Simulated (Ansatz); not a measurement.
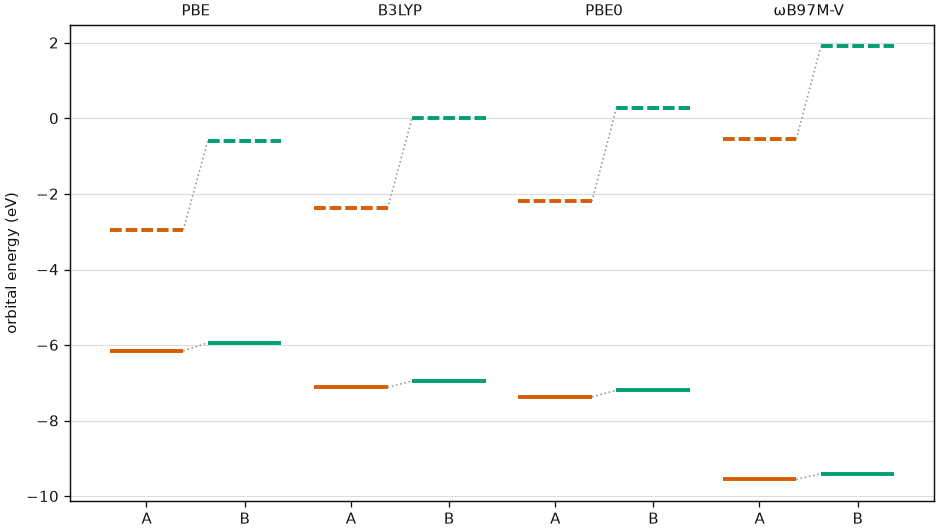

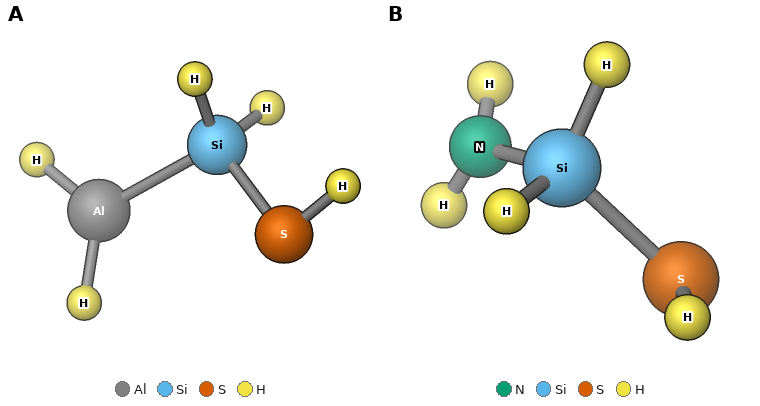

One change: A, AlSiH₅S (SMILES [AlH2][SiH2]S), becomes B, SiNH₅S (SMILES N[SiH2]S). AlH₂ on Si is replaced by NH₂. HOMO (solid) and LUMO (dashed) computed in def2-TZVPP at PBE0-D4/def2-TZVP geometries, both minima by their frequencies, gas phase, the Ansatz code. Empty levels above zero depend strongly on the basis.

> What does the change do to HOMO and LUMO?

PBE: the HOMO rises by 0.21 eV, the LUMO rises by 2.36 eV, and the separation goes from 3.20 to 5.34 eV. B3LYP: the HOMO rises by 0.16 eV, the LUMO rises by 2.39 eV, and the separation goes from 4.74 to 6.96 eV. PBE0: the HOMO rises by 0.18 eV, the LUMO rises by 2.47 eV, and the separation goes from 5.18 to 7.47 eV. ωB97M-V: the HOMO rises by 0.15 eV, the LUMO rises by 2.46 eV, and the separation goes from 9.00 to 11.31 eV.

> Do the functionals agree on the effect?

They agree on the direction for both levels; the HOMO shift lies between 0.15 and 0.21 eV and the LUMO shift between 2.36 and 2.47 eV, while the separations themselves differ by up to 6.0 eV between functionals.
